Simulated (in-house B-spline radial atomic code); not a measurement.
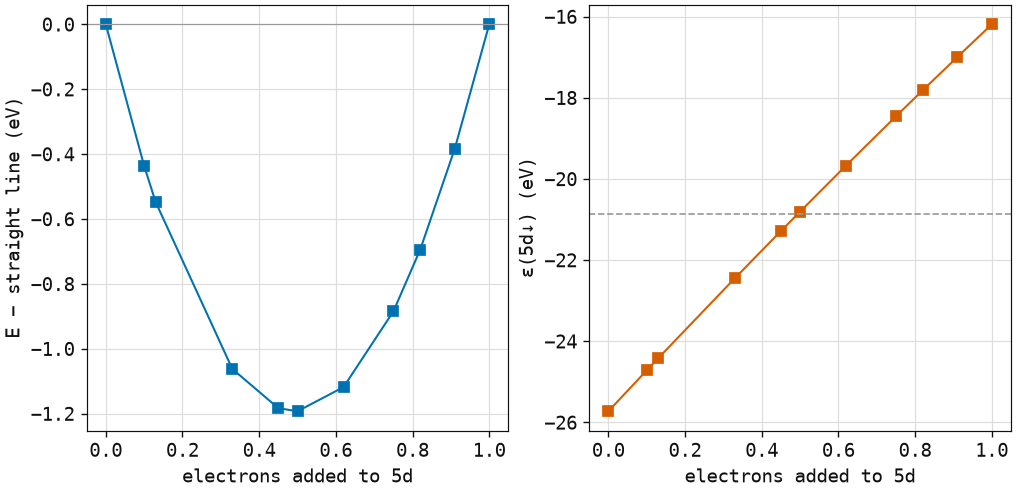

Theory: scalar-relativistic (spin-free one-electron X2C) wB97X, spin-polarised, spherical fractional occupations, Fermi nucleus, basis-set limit (computed with an in-house B-spline radial code). The occupation of the 5d shell is varied from Pt²⁺ ([Xe] 4f14 5d8 (high spin)) to Pt⁺ ([Xe] 4f14 5d9 (high spin)), with spherical fractional occupations. The plot shows the total energy less the straight line between the end points, and the eigenvalue of 5d↓ (the dashed line is minus the energy to take the whole electron out).

> Is the energy convex or concave in the occupation, and by how much?

The curve is convex (below the straight line), with the largest deviation among the points computed, −1.19 eV, at 0.5. The end points differ by 20.9 eV, the energy to take the electron out. The eigenvalue, which is the slope of the energy (Janak's theorem), moves from −25.7 eV at 0 to −16.2 eV at 1; for a straight line it would stay constant, and a parabola would sag by an eighth of this change, scaled to a whole electron, 1.19 eV. Convexity is the mark of the delocalisation error, which puts fractional charges too low; for p, d and f shells the spherical spreading of the fraction adds to it. Exact exchange at spherical fractional occupations leaves self-interaction in partly filled shells, which adds to the curvature.
